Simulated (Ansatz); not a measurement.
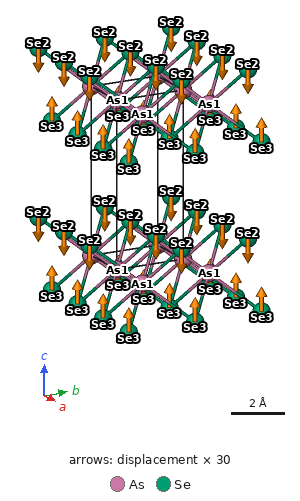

A relaxation of solid AsSe$_{2}$ (a generated structure, set up in P-3m1). The starting structure is drawn; orange arrows show the displacements (the part carried along by the change of the cell is left out), 30 times their true length.

A ball-and-stick model of the cell of the calculation, repeated 2 × 1 × 1 with one cell outlined, seen slightly off an axis.

All numbers below come from Ansatz, DFT PBE, scalar-relativistic, plane waves, PAW. (plane-wave cutoff 420 eV; k-point mesh 12 × 12 × 8; occupations fermi dirac; smearing width 0.15 eV; no spin polarisation; cell and atoms relaxed; force threshold 0.001 eV/Å; at most 60 steps)

Question: Which element moves most?

Answer: Selenium: up to 0.033 Å, against 0.000 Å for arsenic.

Question: Describe the change and its energy.

Answer: The largest moves relative to the cell, 0.033 Å, are those of Se2 and Se3. Se2 goes along −c. As stays in place. The volume changes by +2.5 %, with a = b 3.648 → 3.650 Å (+0.1 %), c 6.577 → 6.733 Å (+2.4 %). The space group stays P-3m1 (No. 164). After 6 accepted moves (7 points after the start) the energy has fallen by 1.1 meV per cell of the calculation. Largest force component: 0.047 eV/Å at the start, 0.00015 eV/Å at the end. Pressure: 0.33 GPa at the start and 0.00 GPa at the end. The SCF was repeated once at an unchanged geometry on a basis and grid sized afresh for the cell, which shifted the energy by 0.2 meV per cell of the calculation at most. Cost: 97 s on 1 thread of Arm Neoverse V2, with other jobs on the host, peak memory 0.52 GiB.

Limits of the set-up: layers or molecules are held without a dispersion correction, so their spacing is unreliable.
